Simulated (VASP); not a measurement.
Band structure of GeS$_{2}$ (space group P4_2/nmc). Level of theory: PBEsol GGA, VASP's PBE PAW potentials (set 64) (plane waves; VASP).

Without a dispersion term in the relaxation, distances and binding between the weakly bound layers, chains or molecules are unreliable, and so is what depends on them.

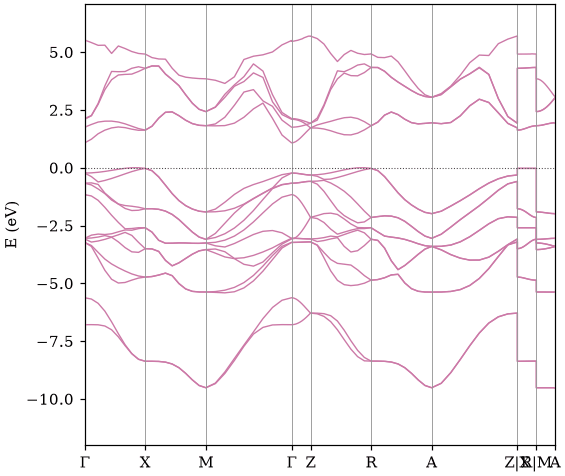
Figure. Bands along high-symmetry lines, zero at the valence-band maximum or, without a gap, the Fermi level

Q: Read the plot: is there a gap, and where are the band edges?

A: The gap is indirect, 1.08 eV, from the valence maximum at Z-R at 0.89 to the conduction minimum at Γ. (Edges off the drawn lines would not show.)

The structure comes from a computed database's GeS2 entry (P4_2/nmc); how it stands against other phases isn't given here. It was relaxed first.
